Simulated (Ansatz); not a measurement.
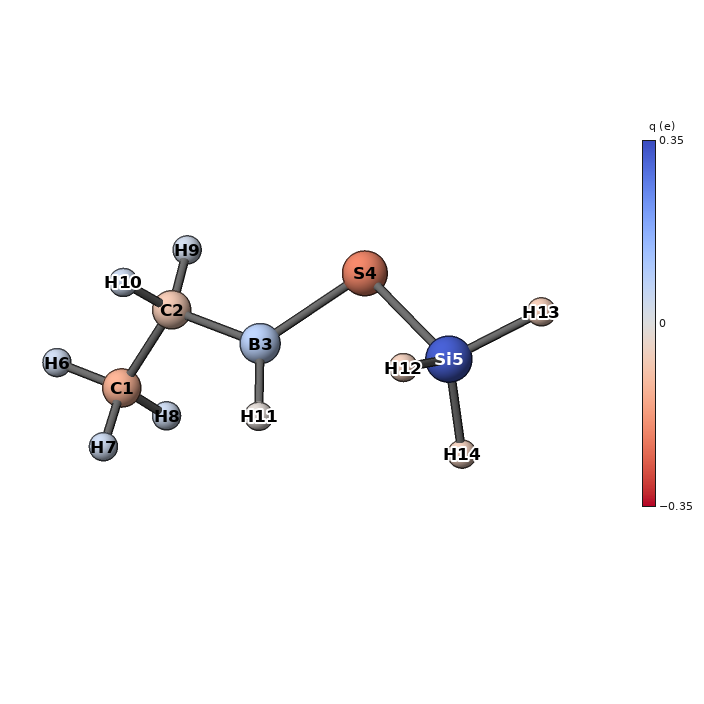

Atoms are coloured by their Mulliken charges. The computed structure is the end point of a PBE0-D4/def2-TZVP optimisation. No frequency run is at hand to confirm it as a minimum. Method: RKS r2SCAN-D4/def2-TZVPP (Ansatz 0.2.0).

Give the Mulliken charges atom by atom.

```csv
atom,value (e)
C1,−0.13
C2,−0.08
B3,0.08
S4,−0.21
Si5,0.32
H6,0.04
H7,0.05
H8,0.04
H9,0.03
H10,0.04
H11,−0.01
H12,−0.06
H13,−0.07
H14,−0.06
```

Mulliken values depend strongly on the basis set and can even reverse the polarity of a bond.
